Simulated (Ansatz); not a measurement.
# (CuH)2 ring (Cu2H2): a spread of methods and bases

How do the results and run time of (CuH)2 ring (Cu2H2) respond when the settings are drawn wide?

Program: Ansatz 0.2.0, Gaussian basis. Level of theory: the settings change from run to run. These are calculated values, not measurements.

## Step 1: The geometry

The structure was relaxed beforehand with r2SCAN-D4 in a triple-zeta def2 set.

4 atoms, charge 0, spin multiplicity 1.

Atoms are counted from 1 here; the program's logs count them from 0.

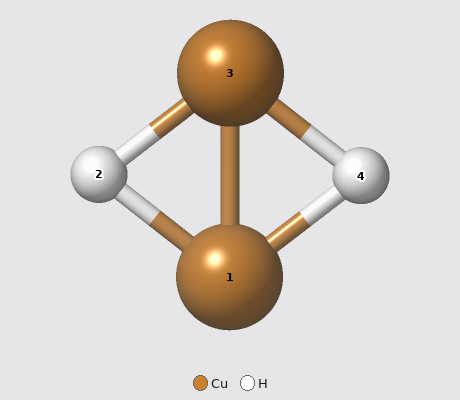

The structure; copper orange, hydrogen white; atoms are numbered from 1 in the order of the file.

## Step 2: r2SCAN0/cc-pVDZ

Set apart from the defaults: unrestricted orbitals, a grid of angular degree 11, D3(BJ) with three-body dispersion.

File in.yaml:

```yaml
crystal:
  periodic: [false, false, false]
  atoms:
    - {symbol: Cu, position_ang: [-0.777352, -0.056091, 0.740171]}
    - {symbol: H, position_ang: [0.484937, 1.143417, 0.600083]}
    - {symbol: Cu, position_ang: [0.777422, 0.056090, -0.740281]}
    - {symbol: H, position_ang: [-0.485007, -1.143416, -0.599972]}
basis:
  gaussian: {orbitals: cc-pVDZ, final_grid: {core_spheres: 5, valence_spheres: 4, degree: 11}}
magnetization: {spin_polarized: true, initial_magnetization: 0}
hamiltonian: {xc: {name: r2SCAN0}, dispersion: d3bjatm}
```

Started as:

```bash
$ ansatz run in.yaml --threads 4 --pin off --events-out ev --progress --plain --max-ram 3916MiB
```

Log:

```text
Functional definition: r2SCAN0
  name "r2SCAN0"
  cite "Bursch, Neugebauer, Ehlert & Grimme, J. Chem. Phys. 156, 134105 (2022) doi:10.1063/5.0086040"
  cite "Furness, Kaplan, Ning, Perdew & Sun, J. Phys. Chem. Lett. 11, 8208 (2020) doi:10.1021/acs.jpclett.0c02405"
  cite "Furness, Kaplan, Ning, Perdew & Sun, J. Phys. Chem. Lett. 11, 9248 (2020) doi:10.1021/acs.jpclett.0c03077"
  parent r2scan
  parameter a = 0.25
  parameter k0 = 0.174
  parameter k1 = 0.065
  parameter a1 = 4.9479
  exchange = (1 - a)*r2scan_x(k0 = k0, k1 = k1, a1 = a1) + a*exact_x
  correlation = r2scan_c
1016 factors; integrals over basis functions are off by at most 6.6e-4 eV
mean field evaluation 1: about -89305.1521 eV, gradient 5.8e1 eV
mean field evaluation 2: about -89017.0365 eV, gradient 3.6e2 eV
mean field evaluation 4: about -89311.6700 eV, gradient 5.5e0 eV
mean field evaluation 8: about -89311.8046 eV, gradient 3.4e-1 eV
mean field evaluation 16: about -89311.8048 eV, gradient 3.1e-5 eV
mean field -89311.80477255 eV, -3282.1482876757 hartree, gradient 3.1e-5 eV, S^2 0.000000; 1 other end points of the search recorded, 0 dependent functions left out
reference -89311.80479087 eV, -3282.1482883489 hartree; 30, 30 occupied and 66, 66 virtual orbitals, 1016 factors
Total energy: -89311.82486732 eV, -3282.1490261447 hartree
```

Wall time 4.4 s (4 threads of Arm Neoverse V1, shared host).

⟨S²⟩ 0.000.

## Step 3: B2GP-PLYP/def2-SVP

This run has atoms shaken by 0.03 Å, a grid of angular degree 47, the search for lower states set to off.

File in.yaml:

```yaml
crystal:
  periodic: [false, false, false]
  atoms:
    - {symbol: Cu, position_ang: [-0.778289, -0.016145, 0.787332]}
    - {symbol: H, position_ang: [0.498652, 1.171095, 0.660475]}
    - {symbol: Cu, position_ang: [0.788838, 0.050887, -0.738708]}
    - {symbol: H, position_ang: [-0.510506, -1.133901, -0.619856]}
basis:
  gaussian: {orbitals: def2-SVP, final_grid: {core_spheres: 20, valence_spheres: 16, degree: 47}}
hamiltonian: {xc: {name: B2GP-PLYP}}
scf: {lower_state_search: off}
```

Launched as before.

Log, cut to the lines that bear on the results:

```text
Functional definition: B2GP-PLYP
  name "B2GP-PLYP"
  cite "Karton, Tarnopolsky, Lamère, Schatz & Martin, J. Phys. Chem. A 112, 12868 (2008) doi:10.1021/jp801805p"
  cite "Becke, Phys. Rev. A 38, 3098 (1988) doi:10.1103/PhysRevA.38.3098"
  cite "Lee, Yang & Parr, Phys. Rev. B 37, 785 (1988) doi:10.1103/PhysRevB.37.785"
[...]
798 factors; integrals over basis functions are off by at most 1.5e-3 eV
[...]
mean field -89266.98927467 eV, -3280.5013485056 hartree, gradient 4.0e-6 eV, S^2 0.000000; 0 other end points of the search recorded, 0 dependent functions left out
10 core orbitals not correlated: weight in the atoms' cores, before any rotation towards them, 1.000 or more for the frozen orbitals, at most 0.000 for the correlated occupied ones
reference -89266.98939078 eV, -3280.5013527727 hartree; 20, 20 occupied and 42, 42 virtual orbitals, 798 factors
second order -24.93845192 eV of doubles, -0.00000000 eV of singles
Total energy: -89275.96723347 eV, -3280.8312824061 hartree
Checks for a lower state left out: stability, starts, cluster_reference, orbital_swaps, neighbouring_geometries, increment
```

Run time: 1.3 s. Hardware: 4 threads of Arm Neoverse V1, shared host.

## Step 4: RPBE/def2-TZVP

Set apart from the defaults: coordinates scaled by 0.92, D3(BJ) with three-body dispersion, the search for lower states set to off.

File in.yaml:

```yaml
crystal:
  periodic: [false, false, false]
  atoms:
    - {symbol: Cu, position_ang: [-0.715164, -0.051603, 0.680957]}
    - {symbol: H, position_ang: [0.446142, 1.051944, 0.552076]}
    - {symbol: Cu, position_ang: [0.715228, 0.051603, -0.681059]}
    - {symbol: H, position_ang: [-0.446207, -1.051943, -0.551975]}
basis:
  gaussian: {orbitals: def2-TZVP}
hamiltonian: {xc: {name: RPBE}, dispersion: d3bjatm}
scf: {lower_state_search: off}
output: {forces: true}
```

Launched as before.

Log, cut to the lines that bear on the results:

```text
Functional definition: RPBE
  name "RPBE"
  cite "Hammer, Hansen & Nørskov, Phys. Rev. B 59, 7413 (1999) doi:10.1103/PhysRevB.59.7413"
  cite "Perdew, Burke & Ernzerhof, Phys. Rev. Lett. 77, 3865 (1996) doi:10.1103/PhysRevLett.77.3865"
[...]
994 factors; their error is unknown
[...]
mean field -89310.52642775 eV, -3282.1013093709 hartree, gradient 2.5e-6 eV, S^2 0.000000; 0 other end points of the search recorded, 0 dependent functions left out
[...]
reference -89310.52646670 eV, -3282.1013108021 hartree; 30, 30 occupied and 72, 72 virtual orbitals, 994 factors
Total energy: -89311.25788697 eV, -3282.1281900011 hartree
Atom 0 at    -0.715164    -0.051603     0.680957 Å, force    -3.388888    -0.254458     3.217382 eV/Å
Atom 1 at     0.446142     1.051944     0.552076 Å, force     0.609394     1.420078     0.737967 eV/Å
Atom 2 at     0.715228     0.051603    -0.681059 Å, force     3.388584     0.254746    -3.216767 eV/Å
Atom 3 at    -0.446207    -1.051943    -0.551975 Å, force    -0.609090    -1.420366    -0.738582 eV/Å
Dipole moment:     0.000052    -0.000002    -0.000067 e Å
Checks for a lower state left out: stability, starts, cluster_reference, orbital_swaps, neighbouring_geometries, increment
```

It took 1.2 s on 4 threads of Arm Neoverse V1, shared host.

Largest force 4.680 eV/Å, dipole 0.00 D.

## Step 5: B2PLYP/def2-mTZVPP

File in.yaml:

```yaml
crystal:
  periodic: [false, false, false]
  atoms:
    - {symbol: Cu, position_ang: [-0.777352, -0.056091, 0.740171]}
    - {symbol: H, position_ang: [0.484937, 1.143417, 0.600083]}
    - {symbol: Cu, position_ang: [0.777422, 0.056090, -0.740281]}
    - {symbol: H, position_ang: [-0.485007, -1.143416, -0.599972]}
basis:
  gaussian: {orbitals: def2-mTZVPP}
hamiltonian: {xc: {name: B2PLYP}}
scf: {omitted_lower_state_checks: [starts]}
output: {forces: true}
```

Same command.

Log, cut to the lines that bear on the results:

```text
Functional definition: B2PLYP
  name "B2PLYP"
  cite "Grimme, J. Chem. Phys. 124, 034108 (2006) doi:10.1063/1.2148954"
  cite "Becke, Phys. Rev. A 38, 3098 (1988) doi:10.1103/PhysRevA.38.3098"
  cite "Lee, Yang & Parr, Phys. Rev. B 37, 785 (1988) doi:10.1103/PhysRevB.37.785"
[...]
828 factors; integrals over basis functions are off by at most 6.7e-4 eV
[...]
mean field -89288.11428521 eV, -3281.2776783238 hartree, gradient 3.2e-6 eV, S^2 0.000000; 0 other end points of the search recorded, 0 dependent functions left out
10 core orbitals not correlated: weight in the atoms' cores, before any rotation towards them, 1.000 or more for the frozen orbitals, at most 0.000 for the correlated occupied ones
reference -89288.11443167 eV, -3281.2776837061 hartree; 20, 20 occupied and 46, 46 virtual orbitals, 828 factors
second order -36.72645111 eV of doubles, -0.00000000 eV of singles
[...]
Total energy: -89298.03057347 eV, -3281.6420951958 hartree
Atom 0 at    -0.777352    -0.056091     0.740171 Å, force    -0.305783    -0.023223     0.290110 eV/Å
Atom 1 at     0.484937     1.143417     0.600083 Å, force     0.040871     0.094279     0.048518 eV/Å
Atom 2 at     0.777422     0.056090    -0.740281 Å, force     0.305783     0.023394    -0.289836 eV/Å
Atom 3 at    -0.485007    -1.143416    -0.599972 Å, force    -0.040871    -0.094451    -0.048792 eV/Å
Dipole moment:     0.000077    -0.000001    -0.000100 e Å
Checks for a lower state left out: starts
```

Run time: 3 s. Hardware: 4 threads of Arm Neoverse V1, shared host.

Largest force 0.422 eV/Å, dipole 0.00 D.

## Step 6: The runs in one table

```csv
level,charge,multiplicity,geometry,functions,energy (eV),time
r2SCAN0/cc-pVDZ,0,1,relaxed,96,-89311.825,4.4 s
B2GP-PLYP/def2-SVP,0,1,shaken,72,-89275.967,1.3 s
RPBE/def2-TZVP,0,1,scaled,102,-89311.258,1.2 s
B2PLYP/def2-mTZVPP,0,1,relaxed,76,-89298.031,3 s
```

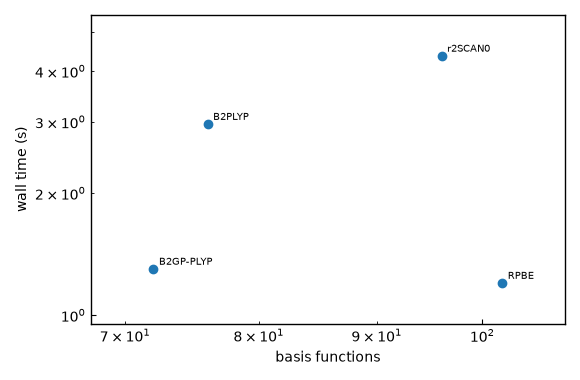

Wall time against the number of basis functions (shared host).

## Step 7: What came out

| quantity | value |
| --- | --- |
| runs | 4 |
| quickest | RPBE/def2-TZVP, 1.2 s |
| slowest | r2SCAN0/cc-pVDZ, 4.4 s |
| spread of total energies, same state and geometry | 13.8 eV |

Run time spans a factor of 4, from RPBE/def2-TZVP to r2SCAN0/cc-pVDZ. The jobs differ in tasks and options as well as level. Total energies at one charge and spin differ by 14 eV between levels, so only differences within one level mean anything. At the r2SCAN-D4/def2-TZVP geometry and in the same state, the sound runs without point charges leave forces up to 0.42 eV/Å (B2PLYP/def2-mTZVPP), against 4.7 eV/Å where the atoms were moved.
